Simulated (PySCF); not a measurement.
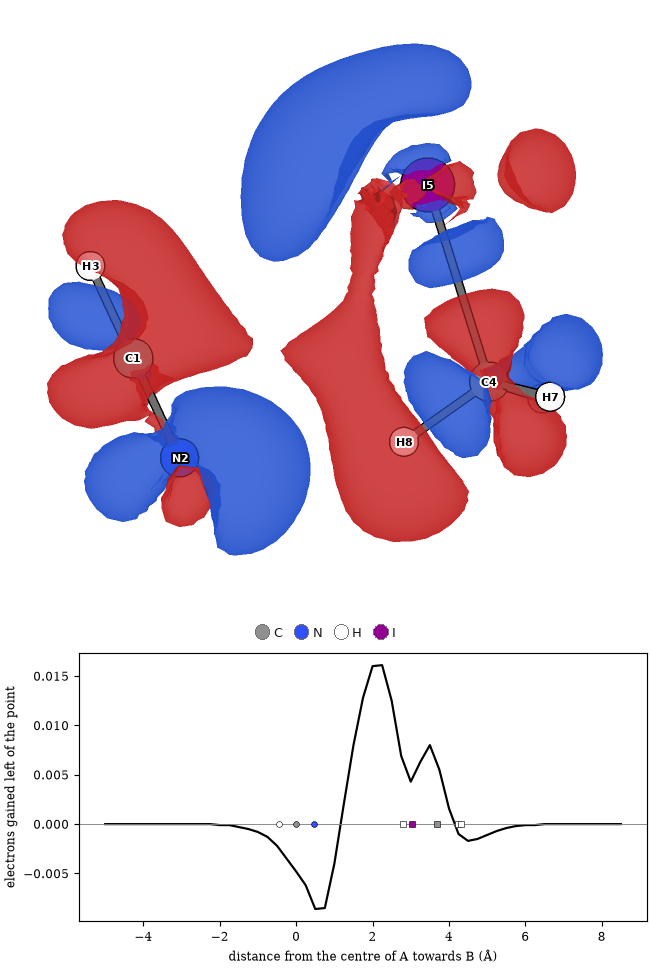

Figure 1: C2H4IN, SMILES `C#N.CI`. Density of the complex less the densities of the two fragments at the same geometry, ±0.002 e/Å³ (blue: gain, red: loss). Fragment A: HCN (atoms 1–3); fragment B: H3CI. Below: the charge-displacement curve along the line of centres (A on the left).

Method: TPSS/def2-TZVP; geometry: GFN2-xTB; program: PySCF. Core potentials replace the inner electrons of I; spin–orbit coupling isn't included. GFN2-xTB bond lengths at metals and heavier atoms can be off by up to 0.1 Å and shapes distorted, which carries into these values.

Coordinates in Å:

```
C1      -2.7367   -0.7765    0.0170
N2      -3.0186    0.3261   -0.0239
H3      -2.4736   -1.8004    0.0557
C4      -0.0305    1.7490    0.0122
I5       0.7674   -0.2357   -0.0020
H6       0.2884    2.2316    0.9272
H7       0.3564    2.2720   -0.8529
H8      -1.1110    1.6717   -0.0302
```

**How is the density rearranged on binding?**

Hirshfeld charges show almost no net transfer (under 0.005 e). By Hirshfeld charges, electrons gather most on N2 (−0.019 e) and leave H8 most (+0.014 e); 0.08 e is displaced in all, which induces a dipole of 0.18 D.

**What is the interaction energy, and which contacts carry it?**

The counterpoise-corrected interaction energy of the frozen fragments is −0.9 kcal/mol without dispersion correction and −2.8 kcal/mol with D3(BJ). The pair geometry is semi-empirical, not a minimum at this level. Contacts: N2···H8, weak C–H hydrogen bond, 2.33 Å, ρ = 0.012 a.u.; C1···I5, 3.55 Å, ρ = 0.008 a.u. The pose is a local one from a semi-empirical search, not shown to be the most stable.

Cost of the run: 75 s on 1 thread of Intel(R) Xeon(R) 6975P-C (Granite Rapids), on a shared host, peak memory 0.67 GiB.
